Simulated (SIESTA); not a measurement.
Band structure of CdS (F-43m, 2 atoms in the cell).

```xyz
2
Lattice="0.0000 2.9430 2.9430 2.9430 0.0000 2.9430 2.9430 2.9430 0.0000" Properties=species:S:1:pos:R:3 pbc="T T T"
Cd     0.0000     0.0000     0.0000
S      1.4715     1.4715     1.4715
```

Computed with GGA PBE, numerical atomic orbitals DZP, PseudoDojo PBE standard norm-conserving potentials (rewritten from UPF to PSML) (SIESTA).

Settings: XC.functional = GGA; XC.authors = PBE; potentials = PseudoDojo PBE standard; PAO.BasisSize = DZP; PAO.EnergyShift = 0.005 Ry; MeshCutoff = 350 Ry; kgrid.MonkhorstPack = 5 5 5; OccupationFunction = FD; ElectronicTemperature = 10 K; MaxSCFIterations = 150; SCF.Mixer.Method = Broyden; SCF.Mixer.Weight = 0.1; SCF.Mixer.History = 6; SCF.DM.Tolerance = 1.0E-04.

The starting cell comes from a database of computed structures (which also holds hypothetical and non-ambient phases and stackings), without a prior relaxation at this level. Values carry the incompleteness of an atom-centred basis.

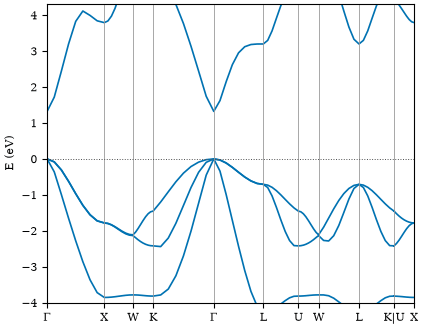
Fig. 1. Bands along the path, energies from the top of the valence band on the path.

### Question
Read off roughly the gap and where its edges lie.

### Answer
The gap along the path is about 1.3 eV (computed: 1.32 eV), direct at Γ to within 0.01 eV.

Levels in eV from the top of the valence band on the path, bands 10 to 14:
| point | 10 | 11 | 12 | 13 | 14 |
|---|---|---|---|---|---|
| Γ | -7.29 | 0.00 | 0.00 | 0.00 | 1.32 |
| X | -6.87 | -3.85 | -1.78 | -1.78 | 3.79 |
| W | -6.71 | -3.78 | -2.13 | -2.11 | 5.62 |
| K | -6.76 | -3.82 | -2.42 | -1.45 | 4.47 |
| L | -6.94 | -4.25 | -0.71 | -0.71 | 3.20 |
| U | -6.76 | -3.82 | -2.42 | -1.45 | 4.47 |

Higher empty bands are left out: an atom-centred basis made for the valence describes them poorly.
